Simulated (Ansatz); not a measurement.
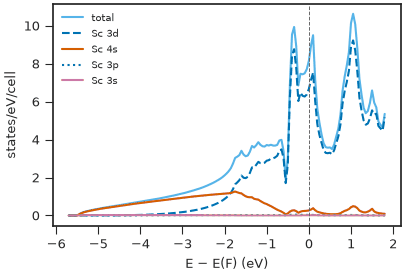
Total and projected density of states of Sc (dhcp (α-La type), space group No. 194), r²SCAN in the plane-wave PAW code Ansatz

### Question
Which orbitals carry the states next to the Fermi level?

### Answer
Within 0.5 eV of the Fermi level: Sc 3d 86 %, outside the projected shells 10 %. Projections are on Löwdin-orthogonalised atomic valence shells; empty p or d shells of many metals are not among them.

### Question
Where is the tallest occupied peak in this window, and what makes it?

### Answer
Near -0.3 eV, about 9.9 states/eV per cell; the largest projected share is Sc 3d.

Space group P6_3/mmc (dhcp (α-La type)). The start of the workflow was typed in or built on a structure type. Its sites differ from those of the usual phase in this space group: another stacking or structure type. The cell was relaxed with r²SCAN under the symmetry of its start; whether a distortion lowers the energy is not shown. The run is not spin-polarised.

Potentials: the later of the program's two PAW sets.
